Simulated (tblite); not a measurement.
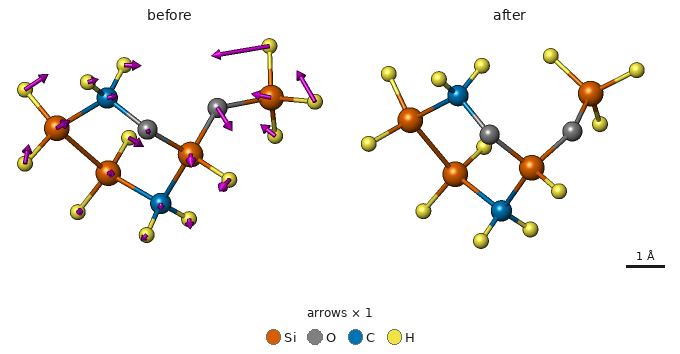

The structure of C₂H₁₂O₂Si₄ before (left) and after (right) a relaxation, at one scale. The purple arrows give the displacements, at their true length.

The picture is a ball-and-stick view, seen at a tilt.

All numbers below come from GFN2-xTB geometry optimisation, gas phase in tblite 0.8.0. 

> Summarise the run.

The atom that moves furthest after the best rigid fit is an H atom (1.60 Å). Largest moves by element: H 1.60 Å, O 0.80 Å, Si 0.55 Å, C 0.29 Å. Near-neighbour distances that change, for instance: C–Si 1.840 → 1.907 Å, O–Si 1.679 → 1.617 Å, C–Si 1.892 → 1.921 Å, C–O 1.444 → 1.416 Å. Bond angles that change, for instance: Si–O–Si 138.1° → 154.6°, C–Si–H 108.1° → 118.1°, Si–O–C 120.0° → 128.7°. Groups turn about O–Si by about 135°, O–Si by about 130°. Over 168 geometry steps the energy falls by 47.2 kJ/mol. The run took 3.1 s on 1 thread of Arm Neoverse N1, with other jobs on the host.
